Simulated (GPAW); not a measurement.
**Quasiparticle gap of WS2 (P6_3/mmc) in GPAW**

Wanted: ground state, empty states, screening and self-energy for WS2 (P6_3/mmc).

Program: GPAW 26.7.0. Level of theory: LDA and many-body steps on it, plane waves. Results are calculated unless marked as measured.

**1. The structure**

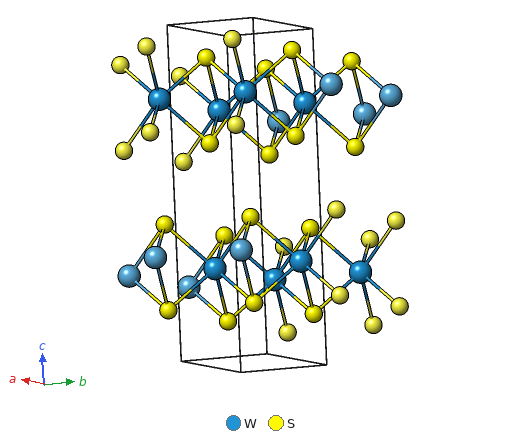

The starting structure, seen from a free direction (tungsten blue, sulfur yellow). 2×2×1 cells are drawn. Some periodic images of atoms are drawn too.

Structure file:

```
W S
1.0
     3.15320    0.00000    0.00000
    -1.57660    2.73075    0.00000
     0.00000    0.00000   12.32300
W S
2 4
Direct
  0.33333 0.66667 0.25000
  0.66667 0.33333 0.75000
  0.33333 0.66667 0.62250
  0.66667 0.33333 0.12250
  0.33333 0.66667 0.87750
  0.66667 0.33333 0.37750
```

The cell and positions come from the Crystallography Open Database and are kept as given unless a step says otherwise. Spin-orbit coupling is left out unless a step names it.

**2. Ground state**

This step: GPAW 26.7.0; DFT, LDA, plane waves, PAW.

The ground-state density comes first.

Input file run.py:

```python
import json
import numpy as np
from gpaw.mpi import world
from ase import Atoms
from gpaw import GPAW, PW, FermiDirac

atoms = Atoms(['W', 'W', 'S', 'S', 'S', 'S'],
    cell=[[3.1532000000, 0.0000000000, 0.0000000000],
      [-1.5766000000, 2.7307513032, 0.0000000000],
      [0.0000000000, 0.0000000000, 12.3230000000]],
    scaled_positions=[[0.3333333333, 0.6666666667, 0.2500000000],
      [0.6666666667, 0.3333333333, 0.7500000000],
      [0.3333333333, 0.6666666667, 0.6225000000],
      [0.6666666667, 0.3333333333, 0.1225000000],
      [0.3333333333, 0.6666666667, 0.8775000000],
      [0.6666666667, 0.3333333333, 0.3775000000]],
    pbc=(True, True, True))
calc = GPAW(mode=PW(450),
    xc='LDA',
    kpts={'size': (9, 9, 2), 'gamma': True},
    occupations=FermiDirac(0.001),
    nbands=-9,
    convergence={'density': 1e-6, 'bands': -3},
    maxiter=100,
    txt='gs.txt')
atoms.calc = calc
res = {'energy': atoms.get_potential_energy()}
kpts = calc.get_ibz_k_points()
res['kpts'] = kpts
res['eigenvalues'] = [calc.get_eigenvalues(kpt=k) for k in range(len(kpts))]
res['n_electrons'] = calc.get_number_of_electrons()
calc.write('gs.gpw')

if world.rank == 0:
    with open('result.json', 'w') as f:
        json.dump(res, f, default=lambda x: x.tolist())
```

The run is started by

```bash
$ mpirun -n 8 gpaw python run.py
```

Numbers of over 12 decimals in the logs are rounded to 6 here.

Output:

```text
__  _  _
 | _ |_)|_||  |
 |__||  | ||/\| - 26.7.0

Input parameters:
  mode=PW(ecut=450.000000),
  convergence={'density': 1e-06, 'bands': -3},
  kpts=MonkhorstPack(size=(9, 9, 2), gamma=True),
  maxiter=100,
  nbands=-9,
  occupations=Occupations(name='fermi-dirac', width=0.001, fixmagmom=False),
  xc=XC(name='LDA')
  [... matrices ...]
Diagonalizing LCAO Hamiltonian
Converting LCAO to pw mode

        S

           W
        S

           S
        W

           S

Atoms  # Å, Bohr magnetons
|   | symbol |         x |        y |         z |    initial magnetic moments |
| 0 |      W | -0.000000 | 1.820501 |  3.080750 | ( 0.0000,  0.0000,  0.0000) |
| 1 |      W |  1.576600 | 0.910250 |  9.242250 | ( 0.0000,  0.0000,  0.0000) |
| 2 |      S | -0.000000 | 1.820501 |  7.671068 | ( 0.0000,  0.0000,  0.0000) |
| 3 |      S |  1.576600 | 0.910250 |  1.509567 | ( 0.0000,  0.0000,  0.0000) |
| 4 |      S | -0.000000 | 1.820501 | 10.813432 | ( 0.0000,  0.0000,  0.0000) |
| 5 |      S |  1.576600 | 0.910250 |  4.651933 | ( 0.0000,  0.0000,  0.0000) |

Unit cell  # Å
| periodic |         x |        y |         z |   lengths |     angles |
|      yes |  3.153200 | 0.000000 |  0.000000 |  3.153200 |  90.000000 |
|      yes | -1.576600 | 2.730751 |  0.000000 |  3.153200 |  90.000000 |
|      yes |  0.000000 | 0.000000 | 12.323000 | 12.323000 | 120.000000 |

Number of symmetries: 12
Symmetry operations  # r_c * U_cc + t_c -> r_c
|    | kind |            matrix            |
|  0 |  σ   |  1, 1, 0,  0,-1, 0,  0, 0, 1 |
|  1 |  S6  |  1, 1, 0, -1, 0, 0,  0, 0,-1 |
|  2 |  E   |  1, 0, 0,  0, 1, 0,  0, 0, 1 |
|  3 |  C2  |  1, 0, 0, -1,-1, 0,  0, 0,-1 |
|  4 |  C2  |  0, 1, 0,  1, 0, 0,  0, 0,-1 |
|  5 |  C3  |  0, 1, 0, -1,-1, 0,  0, 0, 1 |
|  6 |  S6  |  0,-1, 0,  1, 1, 0,  0, 0,-1 |
|  7 |  σ   |  0,-1, 0, -1, 0, 0,  0, 0, 1 |
|  8 |  σ   | -1, 0, 0,  1, 1, 0,  0, 0, 1 |
|  9 |  i   | -1, 0, 0,  0,-1, 0,  0, 0,-1 |
| 10 |  C3  | -1,-1, 0,  1, 0, 0,  0, 0, 1 |
| 11 |  C2  | -1,-1, 0,  0, 1, 0,  0, 0,-1 |

BZ-sampling:
  Number of BZ points: 162
  Number of IBZ points: 24

  Monkhorst-Pack size: [9, 9, 2]
  Monkhorst-Pack shift: [0.0, 0.0, 0.25]

K-points  # in reciprocal-cell coordinates
|     |                                coordinates |     weight |
|   0 | (  0.00000000,   0.00000000,   0.00000000) | 0.00617284 |
|   1 | (  0.00000000,   0.00000000,   0.50000000) | 0.00617284 |
|   2 | (  0.11111111,   0.00000000,   0.00000000) | 0.03703704 |
|   3 | (  0.11111111,   0.00000000,   0.50000000) | 0.03703704 |
|   4 | (  0.22222222,  -0.11111111,   0.00000000) | 0.03703704 |
|   5 | (  0.22222222,  -0.11111111,   0.50000000) | 0.03703704 |
|   6 | (  0.22222222,   0.00000000,   0.00000000) | 0.03703704 |
|   7 | (  0.22222222,   0.00000000,   0.50000000) | 0.03703704 |
|   8 | (  0.33333333,  -0.11111111,   0.00000000) | 0.07407407 |
|   9 | (  0.33333333,  -0.11111111,   0.50000000) | 0.07407407 |
| ... |                                            |            |
|  23 | (  0.44444444,   0.44444444,   0.50000000) | 0.03703704 |

Plane wave coefficients: 2347
Cutoff: 450.000000 eV

Spin-components: 1 (collinear spins)
Bands:           35
Projectors:      32
Spin-degeneracy: 2
Datatype:        complex128

  Storage: CPU
  Wave functions: 31_543_680 bytes (3_942_960 per core)
  Projectors: 23_432_448 bytes (2_929_056 per core)
  [... matrices ...]
Parallelization:
  kpt:    8
  domain: 1
  band:   1

Density:
  Valence electrons: 52.0
  Components: 1
  Grid points: [16 16 63]
  Charge: 0.0  # |e|

Potential:
  Grid points: [16 16 63]

species:
  W:
    name:    Tungsten
    Z:       74.0
    valence: 14
    core:    60
    charge:  0.0  # [|e|]
    compensation charges:
      type: gauss
      rc: 0.40  # [Å]
      lmax: 2
    cutoffs:
      filter: 2.36  # [Å]
      core: 3.02  # [Å]
    projectors
    | kind |    occ | energy [eV] | rcut [Å] |
    |   5s |  2.000 |     -79.053 |    1.344 |
    |   6s |  2.000 |      -5.886 |    1.344 |
    |   5p |  6.000 |     -43.417 |    1.355 |
    |   6p |  0.000 |      -1.469 |    1.355 |
    |   5d |  4.000 |      -4.693 |    1.228 |
    |    d |        |      22.518 |    1.228 |

    Using partial waves for W as LCAO basis

  S:
    name:    Sulfur
    Z:       16.0
    valence: 6
    core:    10
    charge:  0.0  # [|e|]
    compensation charges:
      type: gauss
      rc: 0.24  # [Å]
      lmax: 2
    cutoffs:
      filter: 1.77  # [Å]
      core: 1.66  # [Å]
    projectors
    | kind |    occ | energy [eV] | rcut [Å] |
    |   3s |  2.000 |     -17.278 |    0.974 |
    |   3p |  4.000 |      -7.106 |    0.979 |
    |    s |        |       9.933 |    0.974 |
    |    p |        |      20.105 |    0.979 |
    |    d |        |       0.000 |    0.900 |

    Using partial waves for S as LCAO basis

Reference energy: -920330.548201  # eV

eigensolver:
  PPCG
  Converge bands: -3
  niter=2

density mixing:
  MSR1-Mixer
  Pratt-step length: 0.05
  Maximum mixing coefficient: 0.75
  Old densities: 10
  SVD Regularization: 0.005
  Good broyden scale: 1.0
  Trust region scale: 1.0
  Backstep threshold: 4.0
  History deletion threshold: 6.0
  Fourier metric: weight=20.0, sigma=0.015

occupation numbers:
  Fermi-Dirac:
    width: 0.0010  # eV

poisson solver:
  ecut: 3600.000000  # eV

xc functional:
  name: None

Initialization done in: 1.234 s

convergence criteria:
- Maximum integral of absolute [dens]ity change: 1e-06 electrons / valence electron
- Maximum [total energy] change in last 3 cyles: 0.0005 eV / valence electron
- Maximum integral of absolute [eigenst]ate change: 4e-08 eV^2 / valence electron
maximum number of iterations: 100

SCF iterations
|iter     |     time |      energy | eigst |  dens |
|iter:   1|  |  -50.534076 | +0.60 |       |
|iter:   2|  |  -50.514414 | -0.95 | -1.19 |
|iter:   3|  |  -50.418812 | -0.87 | -1.23 |
|iter:   4|  |  -49.878042 | -0.97 | -1.37 |
|iter:   5|  |  -49.868066 | -2.35 | -1.80 |
|iter:   6|  |  -49.947424 | -1.61 | -2.08 |
|iter:   7|  |  -49.866095 | -1.92 | -1.96 |
|iter:   8|  |  -49.866318 | -3.15 | -2.92 |
|iter:   9|  |  -49.866307c| -4.71 | -3.50 |
|iter:  10|  |  -49.866307c| -5.83 | -4.12 |
|iter:  11|  |  -49.866307c| -7.04 | -4.63 |
|iter:  12|  |  -49.866307c| -7.53c| -5.33 |
|iter:  13|  |  -49.866307c| -8.19c| -5.97 |
|iter:  14|  |  -49.866307c| -8.45c| -6.64c|

Converged in 14 steps
SCF loop duration: 6.110 s (0.436 s/step)
Energy contributions relative to reference atoms: (reference = -920330.548201)
  [... matrices ...]
Energy contributions:
  Kinetic:          29.568178
  Coulomb:         -33.005460
  Zero:              0.001116
  External:          0.000000
  Xc:              -46.430141
  Entropy:          -0.000000
  Spinorbit:         0.000000
  ----------------------------
  Free energy:     -49.866307
  Extrapolated:    -49.866307

dipole moment: (0.000004, 0.000006, 0.000029)  # |e|*Ang

Fermi level: 9.525
Eigenvalues  # (at kpt = [0.000, 0.000, 0.000])
| band index |      eig [eV] | occ [0-2] |
|          0 |       -65.778 |     2.000 |
|        ... |               |           |
|         18 |         5.128 |     2.000 |
|         19 |         6.357 |     2.000 |
|         20 |         6.357 |     2.000 |
|         21 |         6.410 |     2.000 |
|         22 |         6.410 |     2.000 |
|         23 |         7.130 |     2.000 |
|         24 |         7.316 |     2.000 |
|         25 |         8.596 |     2.000 |
|         26 |        10.884 |     0.000 |
[...]
|         30 |        10.957 |     0.000 |
|         31 |        10.957 |     0.000 |
|         32 |        11.148 |     0.000 |
|         33 |        11.148 |     0.000 |
|         34 |        13.279 |     0.000 |

Gap: 1.008 eV
Transition (v -> c):
  (s=0, k=0, n=25, [0.00, 0.00, 0.00]) -> (s=0, k=8, n=26, [0.33, -0.11, 0.00])
Direct/indirect transitions are different
Direct gap: 1.817 eV
Transition at: (s=0, k=12, n=25, [0.33, 0.33, 0.00])
# Writing to gs.gpw (mode='')
  [... matrices ...]
```

Run time: 9 s. Hardware: 8 MPI ranks of Arm Neoverse V2, shared host; peak memory 1.4 GiB; 64 s of CPU time.

This step gave:

```
total energy               : -49.87 eV
gap                        : 1.008 eV
k of the valence top       : 0, 0, 0
k of the conduction bottom : 0.3333, -0.1111, 0
least direct gap           : 1.817 eV
```

The gap is indirect, with the least direct gap 0.81 eV higher.

**3. Bands along the symmetry lines**

The cheap functional maps the bands first; the places of the edges decide which points the dearer methods must see.

Input file run.py:

```python
import json
import numpy as np
from gpaw.mpi import world
from gpaw import GPAW

path = [[0.000000, 0.000000, 0.000000],
    [0.062500, 0.000000, 0.000000],
    [0.125000, 0.000000, 0.000000],
    [0.187500, 0.000000, 0.000000],
    [0.250000, 0.000000, 0.000000],
    [0.312500, 0.000000, 0.000000],
    [0.375000, 0.000000, 0.000000],
    [0.437500, 0.000000, 0.000000],
    [0.500000, 0.000000, 0.000000],
    [0.479167, 0.041667, 0.000000],
    [0.458333, 0.083333, 0.000000],
    [0.437500, 0.125000, 0.000000],
    [0.416667, 0.166667, 0.000000],
    [0.395833, 0.208333, 0.000000],
    [0.375000, 0.250000, 0.000000],
    [0.354167, 0.291667, 0.000000],
    [0.333333, 0.333333, 0.000000],
    [0.291667, 0.291667, 0.000000],
    [0.250000, 0.250000, 0.000000],
    [0.208333, 0.208333, 0.000000],
    [0.166667, 0.166667, 0.000000],
    [0.125000, 0.125000, 0.000000],
    [0.083333, 0.083333, 0.000000],
    [0.041667, 0.041667, 0.000000],
    [0.000000, 0.000000, 0.000000],
    [0.000000, 0.000000, 0.062500],
    [0.000000, 0.000000, 0.125000],
    [0.000000, 0.000000, 0.187500],
    [0.000000, 0.000000, 0.250000],
    [0.000000, 0.000000, 0.312500],
    [0.000000, 0.000000, 0.375000],
    [0.000000, 0.000000, 0.437500],
    [0.000000, 0.000000, 0.500000],
    [0.062500, 0.000000, 0.500000],
    [0.125000, 0.000000, 0.500000],
    [0.187500, 0.000000, 0.500000],
    [0.250000, 0.000000, 0.500000],
    [0.312500, 0.000000, 0.500000],
    [0.375000, 0.000000, 0.500000],
    [0.437500, 0.000000, 0.500000],
    [0.500000, 0.000000, 0.500000],
    [0.479167, 0.041667, 0.500000],
    [0.458333, 0.083333, 0.500000],
    [0.437500, 0.125000, 0.500000],
    [0.416667, 0.166667, 0.500000],
    [0.395833, 0.208333, 0.500000],
    [0.375000, 0.250000, 0.500000],
    [0.354167, 0.291667, 0.500000],
    [0.333333, 0.333333, 0.500000],
    [0.291667, 0.291667, 0.500000],
    [0.250000, 0.250000, 0.500000],
    [0.208333, 0.208333, 0.500000],
    [0.166667, 0.166667, 0.500000],
    [0.125000, 0.125000, 0.500000],
    [0.083333, 0.083333, 0.500000],
    [0.041667, 0.041667, 0.500000],
    [0.000000, 0.000000, 0.500000],
    [0.500000, 0.000000, 0.500000],
    [0.500000, 0.000000, 0.437500],
    [0.500000, 0.000000, 0.375000],
    [0.500000, 0.000000, 0.312500],
    [0.500000, 0.000000, 0.250000],
    [0.500000, 0.000000, 0.187500],
    [0.500000, 0.000000, 0.125000],
    [0.500000, 0.000000, 0.062500],
    [0.500000, -0.000000, 0.000000],
    [0.333333, 0.333333, 0.500000],
    [0.333333, 0.333333, 0.437500],
    [0.333333, 0.333333, 0.375000],
    [0.333333, 0.333333, 0.312500],
    [0.333333, 0.333333, 0.250000],
    [0.333333, 0.333333, 0.187500],
    [0.333333, 0.333333, 0.125000],
    [0.333333, 0.333333, 0.062500],
    [0.333333, 0.333333, 0.000000]]
calc = GPAW('gs.gpw').fixed_density(kpts=path,
    symmetry='off',
    nbands=36,
    convergence={'bands': 32},
    txt='bands.txt')
res = {}
kpts = calc.get_ibz_k_points()
res['kpts'] = kpts
res['eigenvalues'] = [calc.get_eigenvalues(kpt=k) for k in range(len(kpts))]
res['n_electrons'] = calc.get_number_of_electrons()

if world.rank == 0:
    with open('result.json', 'w') as f:
        json.dump(res, f, default=lambda x: x.tolist())
```

The run is started by

```bash
$ mpirun -n 8 gpaw python run.py
```

Output:

```text
Diagonalizing LCAO Hamiltonian
Converting LCAO to pw mode
convergence criteria:
- Maximum integral of absolute [eigenst]ate change: 4e-08 eV^2 / valence electron
maximum number of iterations: 100

SCF iterations
|iter     |     time |      energy | eigst |  dens |
|iter:   1|  |             | +0.41 |       |
|iter:   2|  |             | -1.06 |       |
|iter:   3|  |             | -2.16 |       |
[...]
|iter:   8|  |             | -6.26 |       |
|iter:   9|  |             | -7.00 |       |
|iter:  10|  |             | -7.64c|       |
SCF steps: 10
  __  _  _
 | _ |_)|_||  |
 |__||  | ||/\| - 26.7.0

Input parameters:
  mode=PW(ecut=450.000000),
  convergence={'bands': 32},
  gpts=array([16, 16, 63]),
  kpts=KPoints(kpts=array([[ 0.      ,  0.      ,  0.      ],
         [ 0.0625  ,  0.      ,  0.      ],
         [ 0.125   ,  0.      ,  0.      ],
         [ 0.1875  ,  0.      ,  0.      ],
[...]
[ 0.479167,  0.041667,  0.      ],
         [ 0.458333,  0.083333,  0.      ],
[...]
[ 0.416667,  0.166667,  0.      ],
[...]
[ 0.5     ,  0.      ,  0.0625  ],
         [ 0.5     , -0.      ,  0.      ],
[...]
[ 0.333333,  0.333333,  0.125   ],
         [ 0.333333,  0.333333,  0.0625  ],
         [ 0.333333,  0.333333,  0.      ]])),
  maxiter=100,
  nbands=36,
  occupations=Occupations(name='fermi-dirac', width=0.001, fixmagmom=False),
  parallel={},
  symmetry=Symmetry(point_group=False, time_reversal=False),
  xc=XC(name='LDA')
  [... matrices ...]
timing:  # [seconds]
  Total: 0.044  # ━━━━━━━━━━━━━━━━━━━━━━━━━━━━━━━━━━━━━━━━━━━━━━━━━━━━━━━━━━━
```

The job ended after 16 s (8 MPI ranks; peak memory 1.6 GiB; 2 min of CPU time).

This step gave:

```
gap                        : 0.9008 eV
k of the valence top       : 0, 0, 0
k of the conduction bottom : 0.1667, 0.1667, 0
least direct gap           : 1.817 eV
```

The gap is 0.901 eV, −0.107 eV from the run before at this level.

Electronic bands along the path, in eV, zero at the top of the highest filled band:

| point | band 23 | band 24 | band 25 | band 26 | band 27 | band 28 | band 29 | band 30 |
| --- | --- | --- | --- | --- | --- | --- | --- | --- |
| Γ | -2.19 | -1.47 | -1.28 | 0.00 | 2.29 | 2.29 | 2.30 | 2.30 |
| M | -1.94 | -1.73 | -1.70 | -1.52 | 2.26 | 2.31 | 2.52 | 2.85 |
| K | -2.89 | -2.89 | -0.78 | -0.56 | 1.25 | 1.25 | 1.93 | 3.23 |
| Γ | -2.19 | -1.47 | -1.28 | 0.00 | 2.29 | 2.29 | 2.30 | 2.30 |
| A | -2.21 | -2.21 | -0.32 | -0.32 | 2.28 | 2.28 | 2.28 | 2.28 |
| L | -1.83 | -1.83 | -1.60 | -1.60 | 2.28 | 2.28 | 2.72 | 2.72 |
| H | -3.07 | -3.07 | -0.68 | -0.68 | 1.25 | 1.25 | 2.49 | 2.49 |
| A | -2.21 | -2.21 | -0.32 | -0.32 | 2.28 | 2.28 | 2.28 | 2.28 |
| jump to L | -1.83 | -1.83 | -1.60 | -1.60 | 2.28 | 2.28 | 2.72 | 2.72 |
| M | -1.94 | -1.73 | -1.70 | -1.52 | 2.26 | 2.31 | 2.52 | 2.85 |
| jump to H | -3.07 | -3.07 | -0.68 | -0.68 | 1.25 | 1.25 | 2.49 | 2.49 |
| K | -2.89 | -2.89 | -0.78 | -0.56 | 1.25 | 1.25 | 1.93 | 3.23 |

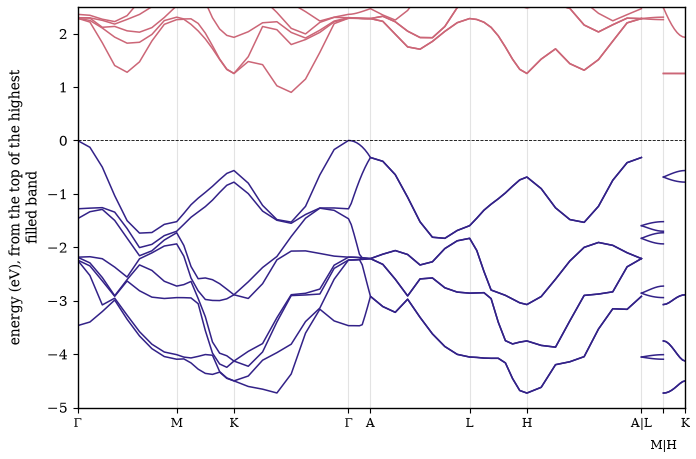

Electronic bands along the path; lines of filled and empty bands in two colours.

**4. Empty states on the mesh, 6×6×2 mesh, 151 bands**

The sums over transitions need many empty states on a uniform mesh; this step solves for them.

Input file run.py:

```python
import json
import numpy as np
from gpaw.mpi import world
from gpaw import GPAW

calc = GPAW('gs.gpw').fixed_density(kpts={'size': (6, 6, 2), 'gamma': True},
    nbands=176,
    convergence={'bands': 151},
    update_fermi_level=True,
    txt='nscf.txt')
calc.write('full.gpw', mode='all')
res = {}
kpts = calc.get_ibz_k_points()
res['kpts'] = kpts
res['eigenvalues'] = [calc.get_eigenvalues(kpt=k) for k in range(len(kpts))]
res['n_electrons'] = calc.get_number_of_electrons()

if world.rank == 0:
    with open('result.json', 'w') as f:
        json.dump(res, f, default=lambda x: x.tolist())
```

The run is started by

```bash
$ mpirun -n 8 gpaw python run.py
```

Output:

```text
Diagonalizing LCAO Hamiltonian
Converting LCAO to pw mode
convergence criteria:
- Maximum integral of absolute [eigenst]ate change: 4e-08 eV^2 / valence electron
maximum number of iterations: 100

SCF iterations
|iter     |     time |      energy | eigst |  dens |
|iter:   1|  |             | +3.83 |       |
|iter:   2|  |             | +2.64 |       |
|iter:   3|  |             | +1.46 |       |
[...]
|iter:  12|  |             | -6.54 |       |
|iter:  13|  |             | -6.96 |       |
|iter:  14|  |             | -7.58c|       |
SCF steps: 14
  __  _  _
 | _ |_)|_||  |
 |__||  | ||/\| - 26.7.0

Input parameters:
  mode=PW(ecut=450.000000),
  convergence={'bands': 151},
  gpts=array([16, 16, 63]),
  kpts=MonkhorstPack(size=(6, 6, 2), gamma=True),
  maxiter=100,
  nbands=176,
  occupations=Occupations(name='fermi-dirac', width=0.001, fixmagmom=False),
  parallel={},
  xc=XC(name='LDA')
# Writing to full.gpw (mode='all')
  [... matrices ...]

timing:  # [seconds]
  Total: 0.092  # ━━━━━━━━━━━━━━━━━━━━━━━━━━━━━━━━━━━━━━━━━━━━━━━━━━━━━━━━━━━
```

Elapsed: 27 s, on 8 MPI ranks; peak memory 1.7 GiB; 3.4 min of CPU time.

This step gave:

```
gap                                                           : 0.9008 eV
k of the valence top                                          : 0, 0, 0
k of the conduction bottom                                    : 0.3333, -0.1667, 0
least direct gap                                              : 1.817 eV
k points computed                                             : 14
lowest point of the top converged band, above the valence top : 53.1014 eV
```

On this mesh the gap is 0.901 eV.

(Continued in part 2 of 2.)

[Paths, hosts, dates, memory and timing lines, banners, echoed tables and standing remarks are left out of the program output.]

[Logs are printed without paths, hosts, clocks, repeated set-up lines and the standing remarks that a program may print on its own settings, such as how far it seeks lower states.]

[Runs of the session that timed out or met a known fault of the program may be left out.]

[Hosts, paths, dates, database ids (printed as entryN), source tags and the programs' standing remarks are cut or masked in the printed files.]
